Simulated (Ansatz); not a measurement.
Cl3GeH3Si (SMILES Cl[Si](Cl)(Cl)[GeH3])

Input file:

```
crystal:
  periodic: [false, false, false]
  atoms:
    - symbol: Si
      position_ang: [-0.003080, 0.006130, -1.122510]
    - symbol: Ge
      position_ang: [0.003260, -0.006460, 1.206880]
    - symbol: H
      position_ang: [0.801700, 1.112700, 1.788770]
    - symbol: H
      position_ang: [0.577880, -1.262100, 1.773570]
    - symbol: H
      position_ang: [-1.365520, 0.121030, 1.789090]
    - symbol: Cl
      position_ang: [1.890160, -0.012460, -1.816720]
    - symbol: Cl
      position_ang: [-0.932760, 1.661600, -1.802180]
    - symbol: Cl
      position_ang: [-0.971640, -1.620430, -1.816920]
basis:
  gaussian: {orbitals: def2-SVP}
total_charge: 0
hamiltonian: {xc: hf}
accuracy: high
output: {forces: true, orbitals: {seedname: orbitals}}
```

Command:

```sh
ansatz run molecule.yaml --threads 1 --pin off --max-ram 3480MiB --events-out events.jsonl --progress --plain --runs-dir runs
```

Geometry: GFN2-xTB.

Level of theory: Ansatz 0.2.0, isolated molecule in a Gaussian basis; Hartree-Fock.

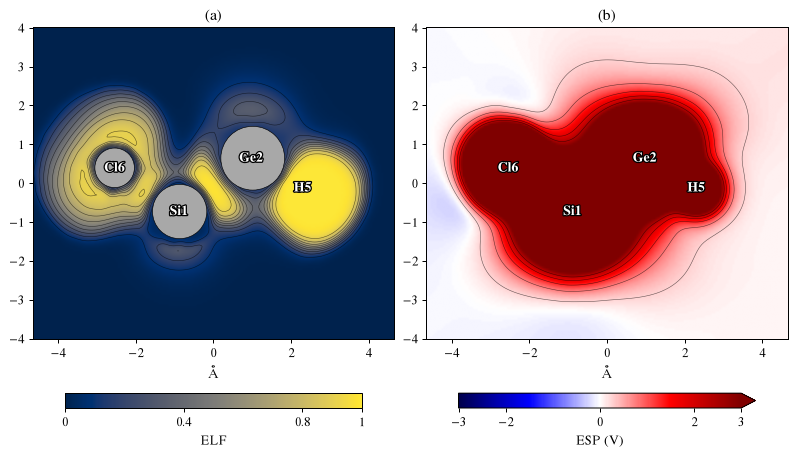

Figure 1. (a) electron localisation function; (b) electrostatic potential on the plane of atoms Ge2, Si1 and Cl6. Grey discs cover the atomic cores in the ELF map.

> What do the fields say about this system?

- Atoms in the plane: Si, Ge, H and Cl.
- Si–Cl (2.02 Å): the ELF peaks at about 0.90 between the atoms, as expected for a shared but strongly polarised pair.
- Si–Ge (2.33 Å): the ELF peaks at about 1 between the atoms; localised, covalent bonding.
- Ge–H (1.49 Å): the ELF climbs to about 1 towards the hydrogen.
- The ELF also peaks beside Cl6, away from the bonds: lone-pair regions.
- The potential has no marked negative region in this plane.

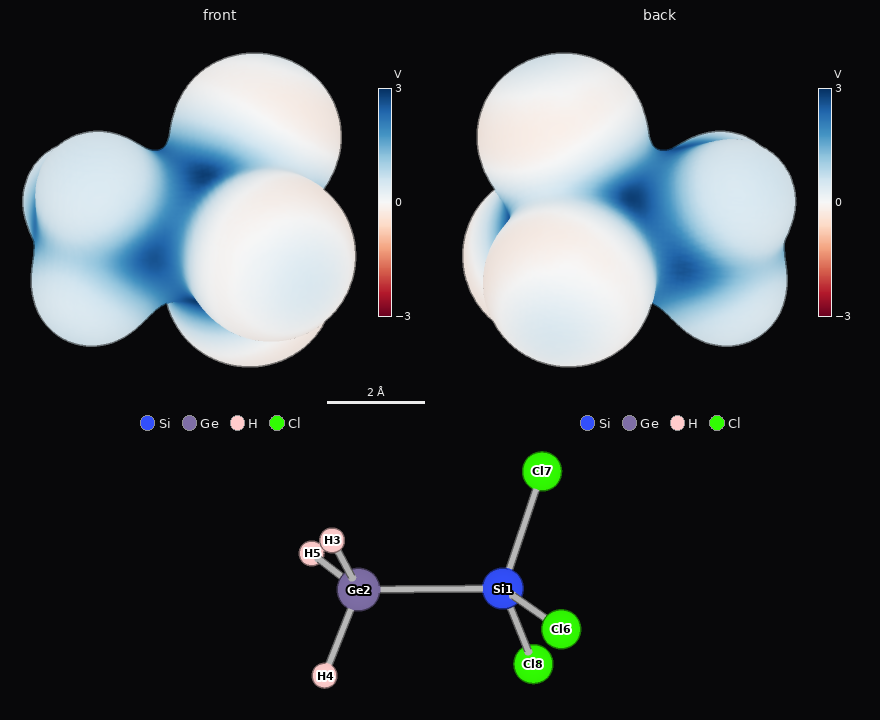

Figure 2. The molecular electrostatic potential painted on the density surface at 0.004 e/bohr³, seen from the front and from behind; red is negative and blue positive. The bare structure is drawn below in the same view.

> Where is the surface potential most negative and most positive?

The most negative region (about −0.2 V) lies over Cl6, Cl7 and Cl8, the most positive (about +2.7 V) over Si1. Cl6 shows a σ-hole: about +0.4 V at the tip opposite its bond, against about 0.0 V on its flanks. Cl7 shows a σ-hole: about +0.4 V at the tip opposite its bond, against about 0.0 V on its flanks. Cl8 shows a σ-hole: about +0.4 V at the tip opposite its bond, against about 0.0 V on its flanks.

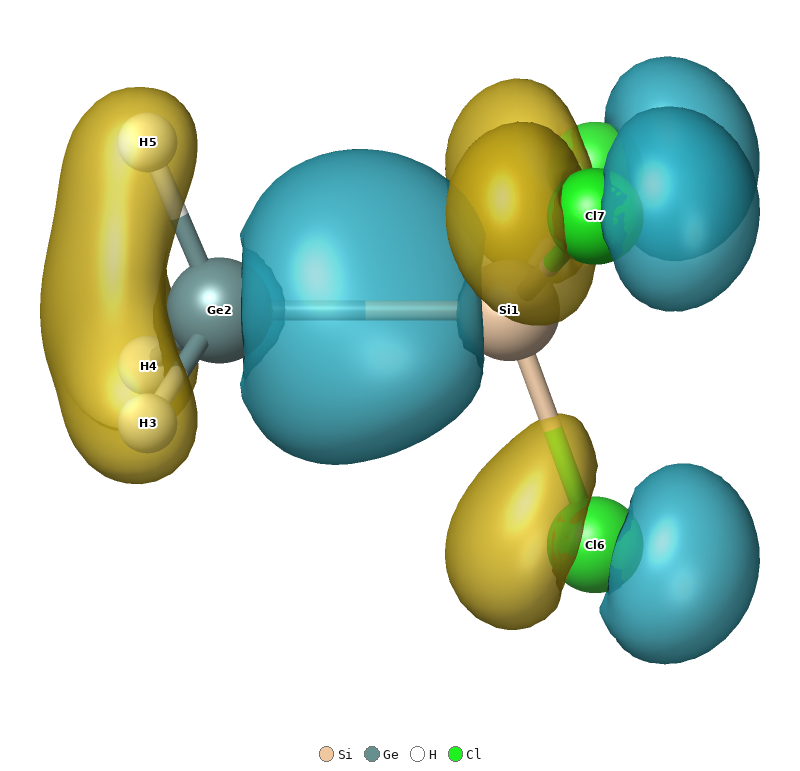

Figure 3. The HOMO at ±0.1 Å⁻³ᐟ² (yellow and cyan are the two phases), seen from one side.

> What is the character of this orbital?

By Hirshfeld shares it lies mainly on Ge2 (about 30 %), Si1 (about 20 %), Cl7 (about 15 %), Cl6 (about 15 %) and Cl8 (about 15 %). Its energy is −11.35 eV.
